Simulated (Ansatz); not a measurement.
The starting structures come from a database of crystals and need not be the phases stable at ambient conditions.

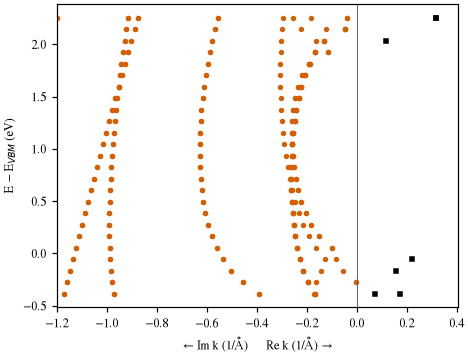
Figure: Complex bands at the centre of the two-dimensional zone; PBEsol (Ansatz, a first-principles code)

The gap is the functional's own. No spin-orbit coupling. Mid-gap values are interpolated on the energy grid.

This is SbI₃ (R-3, not sure to be the ambient phase, 8 atoms a cell, 40.4 Å³ an atom) along the normal of (001). Read off the slowest decay at the centre of the two-dimensional zone at 0.94 eV, the computed energy nearest the middle of the gap.

κ ≈ 0.26 1/Å, a decay length 1/(2κ) of the density of 2.0 Å.
